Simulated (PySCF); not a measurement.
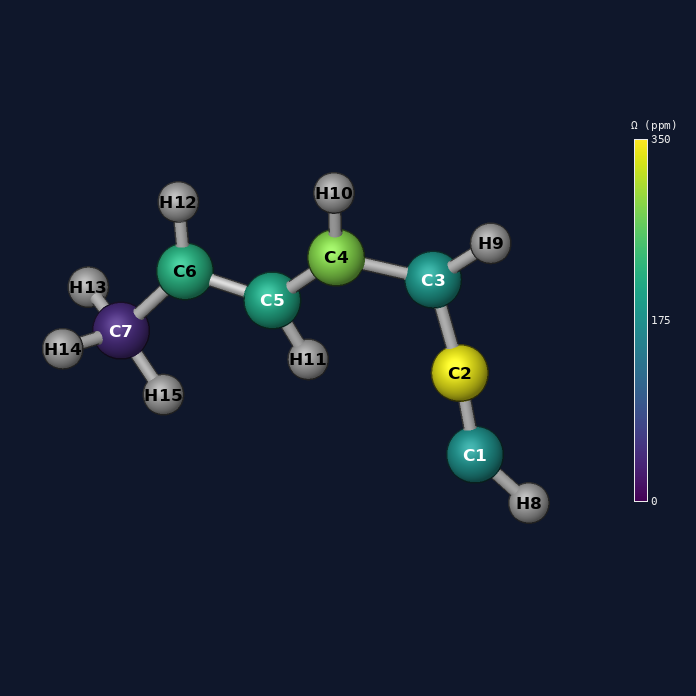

The C atoms are coloured by the span of their shielding tensor. Geometry: a frame of a GFN2-xTB molecular-dynamics simulation, not a minimum. Level of theory: GIAO PBE0/pcSseg-1 NMR shielding, non-relativistic, gas phase (PySCF 2.14.0). Principal shieldings σ11 ≤ σ22 ≤ σ33, span Ω = σ33 − σ11, skew κ = 3(σiso − σ22)/Ω.

Question: Which C atom has the most anisotropic shielding?

Answer: C2, with a span of 337 ppm.

Give the shielding tensors of the C atoms.

```json
{"atom": "C1", "σ11": "1.4", "σ22": "49.6", "σ33": "178.7", "σiso": "76.6", "Ω": "177.3", "κ": "0.46"}
{"atom": "C2", "σ11": "−45.7", "σ22": "−29.1", "σ33": "291.6", "σiso": "72.3", "Ω": "337.3", "κ": "0.90"}
{"atom": "C3", "σ11": "−55.2", "σ22": "65.6", "σ33": "130.4", "σiso": "46.9", "Ω": "185.6", "κ": "−0.30"}
{"atom": "C4", "σ11": "−134.0", "σ22": "17.1", "σ33": "151.3", "σiso": "11.5", "Ω": "285.3", "κ": "−0.06"}
{"atom": "C5", "σ11": "−61.2", "σ22": "53.3", "σ33": "146.7", "σiso": "46.3", "Ω": "207.9", "κ": "−0.10"}
{"atom": "C6", "σ11": "−62.3", "σ22": "36.5", "σ33": "158.1", "σiso": "44.1", "Ω": "220.4", "κ": "0.10"}
{"atom": "C7", "σ11": "148.1", "σ22": "156.7", "σ33": "190.7", "σiso": "165.1", "Ω": "42.6", "κ": "0.60"}
```

Shieldings and span in ppm.
